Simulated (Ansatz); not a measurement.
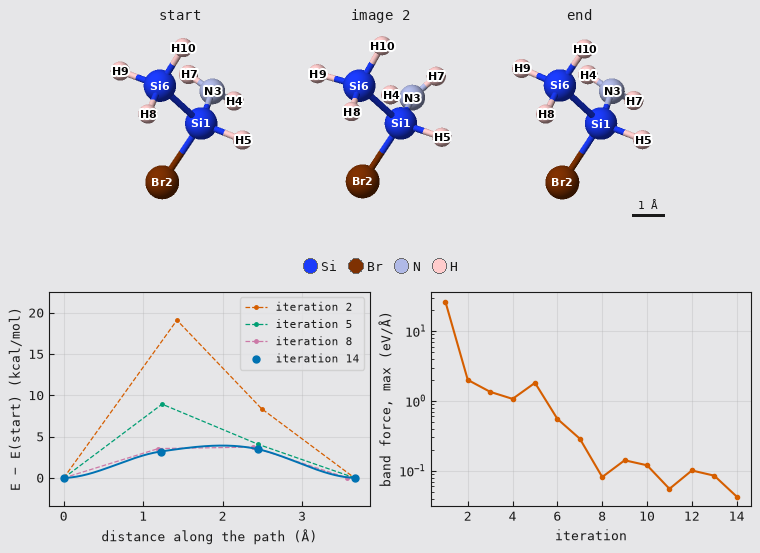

A search for the minimum-energy path of Si2NH6Br by the nudged elastic band. Images are numbered from 0 (start) to 3 (end). The plot follows the band through its iterations. A ball-and-stick model, seen from a free direction.

The calculation used Ansatz, RKS PBE0-D4/def2-SVP. Settings: 2 movable images; no climbing image; force threshold 0.05 eV/Å; iteration limit 60; starting path through a guess of the saddle point.

Judge this run.

The run is converged, with reservations. The band converged in 14 iterations. The largest component of the band force went from 27 to 0.043 eV/Å. No image climbed, so the highest image needn't lie on the saddle point, and the true maximum along this path can be higher. So few images resolve the path coarsely. The first iteration put the highest image at 84.95 kcal/mol. The two ends have the same energy, and the highest point, image 2, lies 3.49 kcal/mol above the start.
